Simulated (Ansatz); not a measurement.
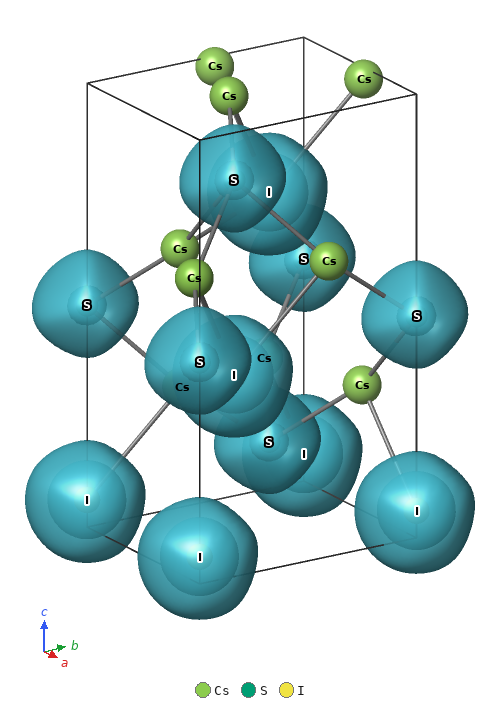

Figure. Cs$_{3}$SI. Isosurface of the electron localisation function at 0.7 (cyan), seen slightly off an axis. Core shells and regions of very low density are left out. Sticks mark near contacts.

Space group R3; a structure generated by program, which may or may not match a known phase.

These are results of Ansatz 0.2.0, DFT PBEsol, scalar-relativistic, plane waves, PAW, not measurements.

Core electrons are frozen (PAW), and the valence fields are smoothed inside the atomic spheres.

Q: What do the ELF domains correspond to?

A: The ELF exceeds this value in three regions wrapped around I (the valence shell of each) and three regions wrapped around S (the valence shell of each), counted in one cell of 15 atoms. Regions shared between cells count once. Profiles from the grid: Cs–S (3.37 Å): the ELF peaks at about 0.85 in the valence shell of S, 0.9 Å from its nucleus, and drops to about 0.10 between the two atoms; an ionic contact with no shared pair. Cs–I (4.03 Å): the ELF peaks at about 0.80 in the valence shell of I, 1.4 Å from its nucleus, and drops to about 0.05 between the two atoms (a closed-shell, largely ionic contact).
